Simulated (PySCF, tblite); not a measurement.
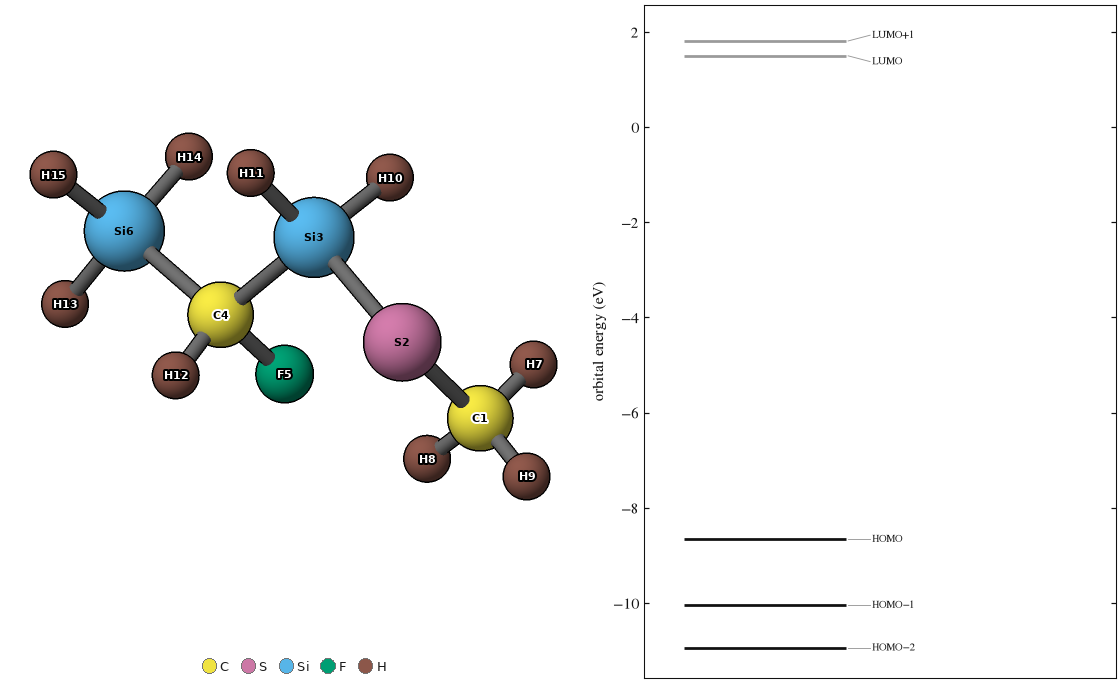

C₂H₉FSSi₂, SMILES CS[SiH2][C@H](F)[SiH3]. Kohn-Sham orbital energies near the frontier, ωB97X-D/def2-SVPD in PySCF, at a GFN2-xTB geometry (a minimum by its frequencies), isolated molecule; empty levels in grey, levels within 0.03 eV side by side.

> Where do the frontier orbitals lie?

HOMO at −8.66 eV, LUMO at 1.50 eV, 10.16 eV apart.

> How far below the HOMO does the next level lie?

1.39 eV.

Caveats: the tight-binding geometry is rougher than a DFT one and adds to the error; one conformer of a flexible molecule; empty levels above zero depend strongly on the basis.
